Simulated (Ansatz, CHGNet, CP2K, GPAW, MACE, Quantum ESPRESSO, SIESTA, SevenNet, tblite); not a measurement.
# Random packing of C72N28 (at. %) (57 atoms) in SIESTA

Aim: run random packing of C72N28 (at. %) (57 atoms) in SIESTA and see how near its forces come to a plane-wave reference, and at what cost.

Calculated with SIESTA 5.4.2; the method is named at each step.

### Step 1. The structure

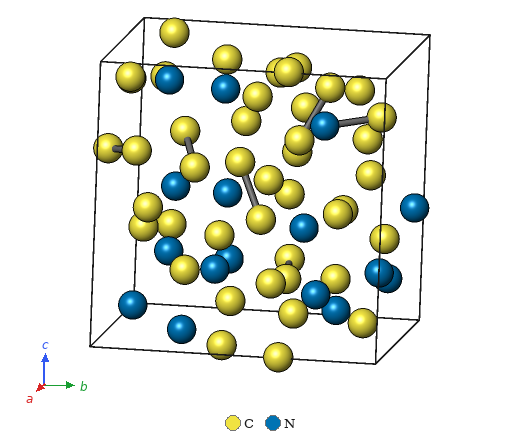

The cell as given, slightly off an axis (carbon yellow, nitrogen blue). Bonds to atoms that aren't drawn are left out. Some periodic images of atoms are drawn too.

The cell holds 57 atoms: 41 C and 16 N. Cell: a = 7.976 Å, b = 7.976 Å, c = 7.976 Å, α = 90.0°, β = 90.0°, γ = 90.0°. 57 atoms (41 C, 16 N) packed at random in a cube at 2.35 g/cm³ and pushed apart as soft spheres; a start for melting by ab initio MD, not an equilibrated structure. Then every atom was moved at random, 0.02 Å r.m.s. a Cartesian component.

The yardstick, on the same geometry:

* method: Kohn-Sham DFT, PBE, SSSP efficiency 1.3.0 pseudopotentials, plane waves (Quantum ESPRESSO 7.5); sssp-pbe-1.3.0-efficiency, cutoffs 60/480 Ry, Γ point
* r.m.s. force component: 1.973 eV/Å
* longest force: 7.252 eV/Å
* pressure: -26.83 GPa
* time: 80 s on 2 MPI ranks of Arm Neoverse V1, shared host
* CPU time: 2.7 min

### Step 2. PBE, DZP, shift 0.01 Ry, mesh 500 Ry

Method: Kohn-Sham DFT, PBE, PseudoDojo 0.4.1 norm-conserving pseudopotentials (converted to PSML), numerical atomic orbitals (DZP), diagonalisation.

The .psml files are PseudoDojo norm-conserving potentials that we converted to this format, checked against plane waves on the same files for H, C, O, Si, Ge and Ca alone.

The input, input.fdf:

```
SystemLabel cell
NumberOfAtoms 57
NumberOfSpecies 2
%block ChemicalSpeciesLabel
  1 6 C
  2 7 N
%endblock ChemicalSpeciesLabel
LatticeConstant 1.0 Ang
%block LatticeVectors
  7.97600 0.00000 0.00000
  0.00000 7.97600 0.00000
  0.00000 0.00000 7.97600
%endblock LatticeVectors
PAO.BasisSize DZP
PAO.EnergyShift 0.01 Ry
XC.Functional GGA
XC.Authors PBE
MeshCutoff 500 Ry
%block kgrid_Monkhorst_Pack
  1 0 0 0.0
  0 1 0 0.0
  0 0 1 0.0
%endblock kgrid_Monkhorst_Pack
SolutionMethod diagon
OccupationFunction FD
ElectronicTemperature 580 K
SCF.Mixer.Method Pulay
SCF.Mixer.Weight 0.05
SCF.Mixer.History 8
SCF.Mix Hamiltonian
MaxSCFIterations 300
SCF.DM.Tolerance 1e-04
SCF.H.Tolerance 1.0e-3 eV
WriteForces T
Write.HirshfeldPop T
Write.VoronoiPop T
Write.DM F
Write.H F
XML.Write F
AtomicCoordinatesFormat Fractional
%block AtomicCoordinatesAndAtomicSpecies
  0.00597 0.48401 0.83761 1
  0.03952 0.55713 0.56904 1
  0.05075 0.76972 0.79905 1
  0.39534 0.92633 0.34114 1
  0.76720 0.65280 0.98245 1
  0.48592 0.62900 0.68293 1
  0.92975 0.42733 0.40598 1
  0.57031 0.25726 0.21933 1
  0.65972 0.50303 0.85490 1
  0.53328 0.43183 0.60217 1
  0.60335 0.93100 0.79962 1
  0.41561 0.02347 0.85269 1
  0.17799 0.74598 0.39732 1
  0.94264 0.84054 0.50712 1
  0.33544 0.34414 0.92591 1
  0.47703 0.72881 0.87220 1
  0.35897 0.58317 0.47169 1
  0.97279 0.13377 0.69179 1
  0.28314 0.61800 0.76553 1
  0.88845 0.44348 0.01552 1
  0.56032 0.51569 0.40910 1
  0.89713 0.16892 0.48357 1
  0.06686 0.54878 0.19756 1
  0.65028 0.11986 0.37480 1
  0.72425 0.90960 0.09561 1
  0.27648 0.40991 0.70498 1
  0.00184 0.10682 0.95371 1
  0.27729 0.57015 0.16110 1
  0.07934 0.34865 0.03976 1
  0.17817 0.10737 0.82796 1
  0.80503 0.57418 0.58918 1
  0.55947 0.78419 0.21719 1
  0.28341 0.83779 0.66812 1
  0.03415 0.12622 0.28858 1
  0.66446 0.57388 0.20531 1
  0.80342 0.00912 0.66652 1
  0.54912 0.89248 0.58610 1
  0.57312 0.24164 0.70560 1
  0.75244 0.30615 0.60934 1
  0.98003 0.65620 0.00005 1
  0.48978 0.63071 0.07615 1
  0.84600 0.75906 0.20466 2
  0.75658 0.39030 0.25857 2
  0.10543 0.30856 0.78468 2
  0.31123 0.16108 0.23978 2
  0.26746 0.36654 0.21703 2
  0.06656 0.89363 0.14947 2
  0.72172 0.69154 0.41530 2
  0.16732 0.33820 0.43173 2
  0.17072 0.73263 0.04418 2
  0.79731 0.21338 0.91737 2
  0.12591 0.98736 0.41218 2
  0.31382 0.04280 0.04336 2
  0.69254 0.74638 0.77199 2
  0.42860 0.19422 0.48694 2
  0.83253 0.97627 0.29252 2
  0.56642 0.25409 0.00952 2
%endblock AtomicCoordinatesAndAtomicSpecies
```

Launch:

```console
$ OMP_NUM_THREADS=1 mpirun -np 2 siesta < input.fdf > output.txt
```

What it wrote:

```text
Version         : 5.4.2
reinit: System Name:
reinit: System Label: cell
initatom: Reading input for the pseudopotentials and atomic orbitals ----------
Species number:   1 Atomic number:    6 Label: C
Species number:   2 Atomic number:    7 Label: N
Ground state valence configuration (from tables):   2s02  2p02  3d00  4f00
Ground state valence configuration (from tables):   2s02  2p03  3d00  4f00
---- Processing specs for species: C
GGA--PBE XC_GGA_X_PBE--XC_GGA_C_PBE pb
---- Processing specs for species: N
GGA--PBE XC_GGA_X_PBE--XC_GGA_C_PBE pb
C pseudopotential only contains V_ls up to l=1 -- lmxkb reset.
N pseudopotential only contains V_ls up to l=1 -- lmxkb reset.
Using PAO.SplitTailNorm
%block ChemicalSpeciesLabel
    1    6 C                       # Species index, atomic number, species label
    2    7 N                       # Species index, atomic number, species label
%endblock ChemicalSpeciesLabel
%block PAO.Basis                 # Define Basis set
C                     2                    # Species label, number of l-shells
 n=2   0   2                         # n, l, Nzeta
   4.484      3.048
   1.000      1.000
 n=2   1   2 P   1                   # n, l, Nzeta, Polarization, NzetaPol
   5.436      3.692
   1.000      1.000
N                     2                    # Species label, number of l-shells
 n=2   0   2                         # n, l, Nzeta
   3.944      2.617
   1.000      1.000
 n=2   1   2 P   1                   # n, l, Nzeta, Polarization, NzetaPol
   4.781      3.167
   1.000      1.000
%endblock PAO.Basis
coor:   Atomic-coordinates input format  =     Fractional
siesta: System type = bulk
initatomlists: Number of atoms, orbitals, and projectors:     57   741   456
siesta: ******************** Simulation parameters ****************************
Total number of electrons:   244.000000
Total ionic charge:   244.000000
 Kpoints in:            1 . Kpoints trimmed:            1
siesta: k-grid: Number of k-points = 1
siesta: k-points from Monkhorst-Pack grid
siesta: k-cutoff (effective) =     3.988 Ang
siesta: k-point supercell and displacements
siesta: k-grid:     1     0     0      0.000
siesta: k-grid:     0     1     0      0.000
siesta: k-grid:     0     0     1      0.000
                     ====================================
                        Single-point calculation
                     ====================================
outcell: Unit cell vectors (Ang):
        7.976000    0.000000    0.000000
        0.000000    7.976000    0.000000
        0.000000    0.000000    7.976000
outcell: Cell vector modules (Ang)   :    7.976000    7.976000    7.976000
outcell: Cell angles (23,13,12) (deg):     90.0000     90.0000     90.0000
outcell: Cell volume (Ang**3)        :    507.4058
Gamma-point calculation with multiply-connected orbital pairs
Gamma-point calculation with multiply-connected orbital pairs
Folding of H and S implicitly performed
Folding of H and S implicitly performed
new_DM -- step:     1
Initializing Density Matrix...
Attempting to read DM from file... Failed...
DM filled with atomic data:
InitMesh: MESH = 108 x 108 x 108 = 1259712
InitMesh: Mesh cutoff (required, used) =   500.000   506.733 Ry
stepf: Fermi-Dirac step function
        iscf     Eharris(eV)        E_KS(eV)     FreeEng(eV)     dDmax    Ef(eV) dHmax(eV)
   scf:    1   -10981.093243   -11000.674568   -11000.828197  1.416378 -4.222527  7.906075
   scf:    2   -11019.931357   -11013.209914   -11013.410238  0.151882 -4.243860  3.019780
   scf:    3   -11017.415805   -11015.957338   -11016.189386  0.067439 -4.273012  1.749025
   scf:    4   -11017.705167   -11017.037194   -11017.282993  0.034379 -4.322156  0.986951
   scf:    5   -11017.651449   -11017.411513   -11017.665369  0.026580 -4.364883  0.893033
   scf:    6   -11017.810938   -11017.660297   -11017.914569  0.015143 -4.417058  0.461842
[...]
scf:   19   -11017.846812   -11017.846814   -11018.104329  0.000139 -4.538118  0.001662
   scf:   20   -11017.846803   -11017.846809   -11018.104330  0.000052 -4.538170  0.001084
   scf:   21   -11017.846787   -11017.846798   -11018.104332  0.000052 -4.538197  0.000771
SCF Convergence by DM+H criterion
max |DM_out - DM_in|         :     0.0000519290
max |H_out - H_in|      (eV) :     0.0007707427
SCF cycle converged after 21 iterations
Using DM_out to compute the final energy and forces
siesta: E_KS(eV) =           -11017.8468
siesta: E_KS - E_eggbox =    -11017.8468
siesta: Atomic forces (eV/Ang):
     1   -0.586075   -2.379820    2.027203
     2   -3.137316    0.227638   -0.060553
     3    1.122301   -0.723465    0.713089
     4    1.539137   -1.432754    0.094553
     5    1.660246   -2.265545   -0.382093
     6   -2.358632   -1.431170   -0.141660
[...]
55    3.456141   -1.035036    0.409115
    56   -1.429191    0.222802   -2.145482
    57    0.108644    0.982854    3.953957
----------------------------------------
   Tot   -0.003421   -0.000601    0.006764
----------------------------------------
   Max    5.645430
   Res    1.941816    sqrt( Sum f_i^2 / 3N )
----------------------------------------
   Max    5.645430    constrained
Stress tensor Voigt[x,y,z,yz,xz,xy] (kbar):      275.49      244.49      235.31      -70.46      -26.47      -23.62
(Free)E + p*V (eV/cell)   -11097.8369
Target enthalpy (eV/cell)   -11018.1043
siesta: Program's energy decomposition (eV):
siesta: Ebs     =     -2859.988670
siesta: Eions   =     18790.418639
siesta: Ena     =      4655.876355
siesta: Ekin    =      6615.851047
siesta: Enl     =      -230.870639
siesta: DEna    =       171.185221
siesta: DUscf   =         5.550828
siesta: Ex      =     -3149.603834
siesta: Ec      =      -295.417137
siesta: Exc     =     -3445.020971
siesta: Eharris =    -11017.846787
siesta: Etot    =    -11017.846798
siesta: FreeEng =    -11018.104332
siesta: Final energy (eV):
siesta:  Band Struct. =   -2859.988670
siesta:       Kinetic =    6615.851047
siesta:       Hartree =    1578.300833
siesta:         Exch. =   -3149.603834
siesta:         Corr. =    -295.417137
siesta:   Exch.-corr. =   -3445.020971
siesta:  Ion-electron =   -8891.852327
siesta:       Ion-ion =   -6875.125380
siesta:         Total =  -11017.846798
siesta:         Fermi =      -4.538197
siesta: Stress tensor (static) (eV/Ang**3):
siesta:     0.171946   -0.014744   -0.016523
siesta:    -0.014744    0.152600   -0.043975
siesta:    -0.016523   -0.043975    0.146867
siesta: Cell volume =        507.405810 Ang**3
siesta: Pressure (static):
siesta:                Solid            Molecule  Units
siesta:          -0.00171145         -0.00170095  Ry/Bohr**3
siesta:          -0.15713773         -0.15617408  eV/Ang**3
siesta:        -251.76239981       -250.21846859  kBar
    Orbital volume contribution        =          19.654883 eV
    (Free)E + p_basis*V_orbitals       =      -10998.449448 eV
    (Free)Eharris+ p_basis*V_orbitals  =      -10998.449438 eV
Hirshfeld Atomic Populations:
Atom #   charge [q] valence [e]  Species
     1     0.000829    3.999171  C
     2    -0.008041    4.008041  C
     3     0.045898    3.954102  C
     4     0.060557    3.939443  C
     5     0.002817    3.997183  C
     6    -0.007535    4.007535  C
[...]
42    -0.000862    5.000862  N
    43    -0.036752    5.036752  N
    44     0.007430    4.992570  N
    45     0.015742    4.984258  N
    46     0.011712    4.988288  N
    47    -0.038352    5.038352  N
[...]
--------------------
 Total    -0.000020
Voronoi Atomic Populations:
Atom #   charge [q] valence [e]  Species
[...]
39     0.005117    3.994883  C
    40     0.025653    3.974347  C
    41     0.014038    3.985962  C
[...]
55    -0.079125    5.079125  N
    56    -0.053860    5.053860  N
    57    -0.099048    5.099048  N
--------------------
 Total    -0.000020
```

Run time: 2.4 min. Hardware: 2 MPI ranks of Arm Neoverse V1, shared host; peak memory 1.2 GiB.

Banners, paths, timers and routine set-up lines are dropped from the logs unmarked, and long logs keep their key lines alone; longer cuts are marked.

Compared with the plane-wave run:

| Item | Value |
| --- | --- |
| r.m.s. force component | 1.942 eV/Å |
| r.m.s. difference of force components | 87.44 meV/Å |
| longest difference of force vectors | 309.2 meV/Å |
| force difference over r.m.s. force | 4.432 % |
| slope of forces against the reference's | 0.9835 |
| correlation of force components | 0.9991 |
| pressure | -25.18 GPa |
| pressure difference | 1.658 GPa |

Length of the force difference by element (eV/Å):

| element | atoms | mean | most |
| --- | --- | --- | --- |
| C | 41 | 0.13 | 0.27 |
| N | 16 | 0.15 | 0.31 |

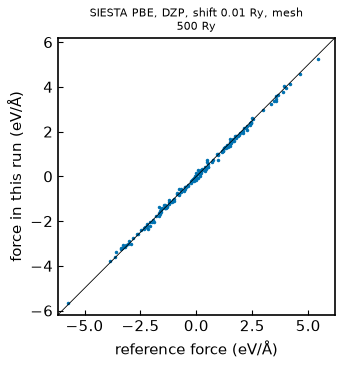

Force components against those of the reference; the line marks equality.

The surroundings of C25, whose charge lies farthest from its element's mean, nearest first, numbered as they follow in the input and with coordinates relative to it.

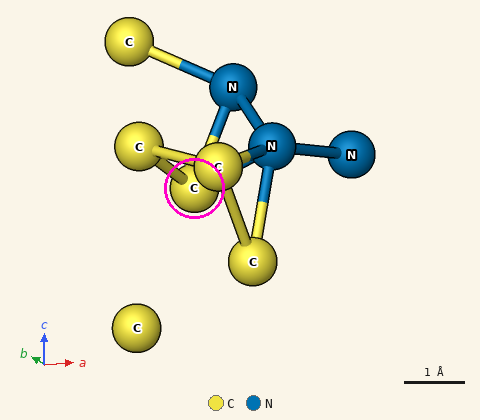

The atoms of the table, within 2.9 Å (arrows a, b, c point along x, y, z); some may hide others; the central atom is ringed.

| atom | x | y | z | distance (Å) | Hirshfeld charge (e) | Fx | Fy | Fz (eV/Å) |
| --- | --- | --- | --- | --- | --- | --- | --- | --- |
| C25 | 0.00 | 0.00 | 0.00 | 0.00 | -0.05 | -0.05 | -3.22 | 5.26 |
| N42 | 0.97 | -1.20 | 0.87 | 1.77 | 0.00 | 0.71 | 3.37 | -1.49 |
| N56 | 0.86 | 0.53 | 1.57 | 1.87 | -0.04 | -1.43 | 0.22 | -2.15 |
| C32 | -1.31 | -1.00 | 0.97 | 1.92 | -0.03 | -1.08 | 1.02 | -3.62 |
| C5 | 0.34 | -2.05 | -0.90 | 2.26 | 0.00 | 1.66 | -2.27 | -0.38 |
| C11 | -0.96 | 0.17 | -2.36 | 2.56 | 0.03 | 0.27 | -1.28 | -3.80 |
| N47 | 2.73 | -0.13 | 0.43 | 2.77 | -0.04 | 1.29 | -1.42 | -1.58 |
| C24 | -0.59 | 1.68 | 2.23 | 2.85 | 0.03 | -2.20 | 1.60 | -2.03 |
| C35 | -0.48 | -2.68 | 0.87 | 2.86 | 0.05 | -2.04 | -1.36 | 0.35 |

Forces lie 4.4 % from the reference's, at 1.8 times its CPU time.

### Step 3. PBE, SZP, shift 0.01 Ry, mesh 500 Ry

Method: Kohn-Sham DFT, PBE, PseudoDojo 0.4.1 norm-conserving pseudopotentials (converted to PSML), numerical atomic orbitals (SZP), diagonalisation.

input.fdf, as its differences from that of step 2:

```diff
@@ -13,3 +13,3 @@
 %endblock LatticeVectors
-PAO.BasisSize DZP
+PAO.BasisSize SZP
 PAO.EnergyShift 0.01 Ry
```

What it wrote:

```text
Version         : 5.4.2
reinit: System Name:
reinit: System Label: cell
initatom: Reading input for the pseudopotentials and atomic orbitals ----------
Species number:   1 Atomic number:    6 Label: C
Species number:   2 Atomic number:    7 Label: N
Ground state valence configuration (from tables):   2s02  2p02  3d00  4f00
[... lines left out ...]
        iscf     Eharris(eV)        E_KS(eV)     FreeEng(eV)     dDmax    Ef(eV) dHmax(eV)
[... lines left out ...]
SCF Convergence by DM+H criterion
[... lines left out ...]
SCF cycle converged after 20 iterations
[... lines left out ...]
   Max    4.746770
[... lines left out ...]
   Max    4.746770    constrained
Stress tensor Voigt[x,y,z,yz,xz,xy] (kbar):      197.74      179.37      170.81      -62.50      -24.69      -10.91
[... lines left out ...]
siesta: FreeEng =    -11001.822425
[... lines left out ...]
siesta:         Fermi =      -4.815524
[... lines left out ...]
siesta:          -0.11399559         -0.11931684  eV/Ang**3
siesta:        -182.64106681       -191.16665616  kBar
    Orbital volume contribution        =          16.540711 eV
    (Free)E + p_basis*V_orbitals       =      -10985.281713 eV
    (Free)Eharris+ p_basis*V_orbitals  =      -10985.281718 eV
Hirshfeld Atomic Populations:
Atom #   charge [q] valence [e]  Species
     1    -0.001120    4.001120  C
     2    -0.004990    4.004990  C
     3     0.052994    3.947006  C
[...]
42    -0.008789    5.008789  N
    43    -0.049607    5.049607  N
    44    -0.010027    5.010027  N
[...]
--------------------
 Total    -0.000015
Voronoi Atomic Populations:
Atom #   charge [q] valence [e]  Species
[...]
40     0.034745    3.965255  C
    41     0.008958    3.991042  C
[...]
56    -0.074518    5.074518  N
    57    -0.112435    5.112435  N
--------------------
 Total    -0.000015
```

The job ended after 1.9 min (2 MPI ranks; peak memory 1.1 GiB; 3.7 min of CPU time).

Against the reference:

- r.m.s. force component: 1.601 eV/Å
- r.m.s. difference of force components: 558.9 meV/Å
- longest difference of force vectors: 1702 meV/Å
- force difference over r.m.s. force: 28.33 %
- slope of forces against the reference's: 0.7892
- correlation of force components: 0.9724
- pressure: -18.26 GPa
- pressure difference: 8.57 GPa

This is a coarse setting, run to see what it loses.

Against the first run (4.4 %), the force difference from the reference is 28 %, at 0.77 times the CPU time, with 513 basis functions against 741: the smaller basis costs accuracy.

[end of part 1 of 2]

[Also dropped from logs without a mark: logging warnings of Python, and SIESTA's first energy breakdown and zero terms.]

[Logs are printed without paths, hosts, clocks, repeated set-up lines and the standing remarks that a program may print on its own settings, such as how far it seeks lower states.]

[Hosts, paths, dates, database ids (printed as entryN), source tags and the programs' standing remarks are cut or masked in the printed files.]
